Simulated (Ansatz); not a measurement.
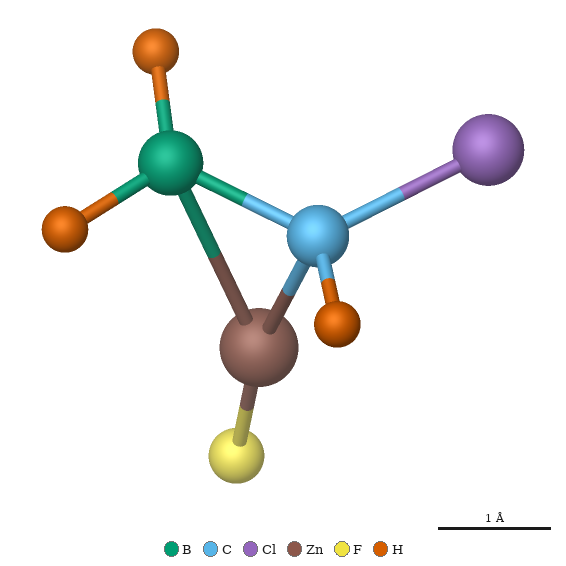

The picture shows a molecular structure as a ball-and-stick model.

The computed structure is the end point of a PBE0-D4/def2-TZVP optimisation. No frequency run is at hand to confirm it as a minimum.

Describe the molecule.

It has 8 atoms: 1 carbon, 3 hydrogen, 1 boron, 1 chlorine, 1 fluorine and 1 zinc (CH₃BClFZn). This geometry has C1 symmetry. Coordination, clear cases only: 1 Zn T-shaped.

More results for the same structure follow; atom numbers are the same in all pictures, views and colours differ.

## Electronic properties

No frequency run is at hand to confirm it as a minimum. Properties computed with RKS PBE0-D4/def2-TZVPP (Ansatz 0.2.0).

Computed properties:

- HOMO energy (Kohn–Sham orbital): −8.11 eV
- LUMO energy (Kohn–Sham orbital): −1.91 eV
- HOMO–LUMO gap: 6.20 eV
- dispersion correction: −14.6 kJ/mol

## Dipole moment

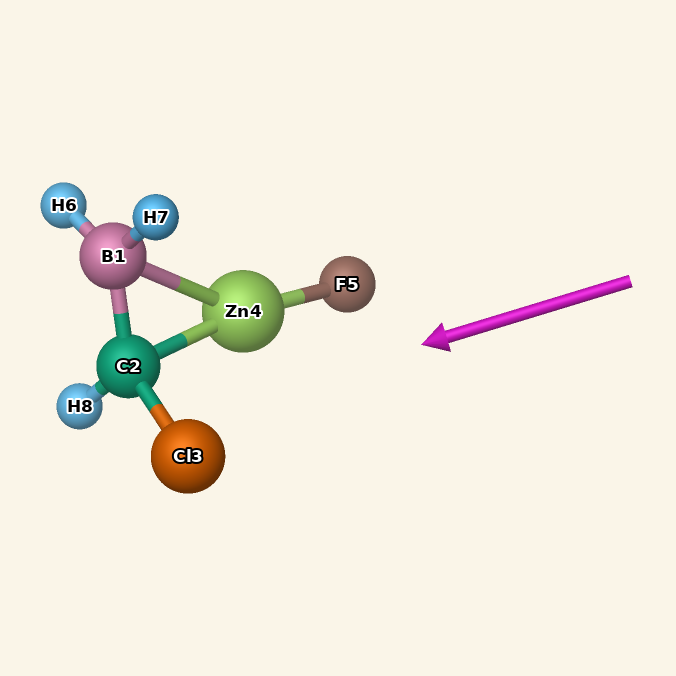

The arrow beside the molecule shows the direction of the dipole moment, from the negative to the positive end (its length means nothing). No frequency run is at hand to confirm it as a minimum. Level of theory: RKS B3LYP-D4/def2-TZVPP (Ansatz 0.2.0).

**How large is the dipole moment?**

2.03 D; it points from the side of F5 to the side of H8 (the outermost atoms at the two ends).

## Charges

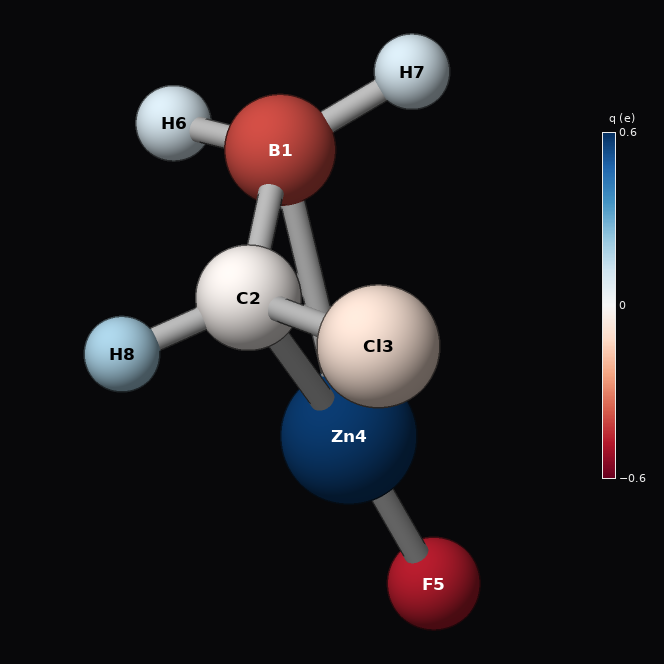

Atoms are coloured by their Mulliken charges. No frequency run is at hand to confirm it as a minimum. Properties computed with RKS ωB97M-V/def2-TZVPP (Ansatz 0.2.0).

Give the Mulliken charges atom by atom.

| atom | value (e) |
| --- | --- |
| B1 | −0.39 |
| C2 | −0.02 |
| Cl3 | −0.08 |
| Zn4 | 0.58 |
| F5 | −0.47 |
| H6 | 0.10 |
| H7 | 0.10 |
| H8 | 0.19 |

Mulliken values depend strongly on the basis set and can even reverse the polarity of a bond.
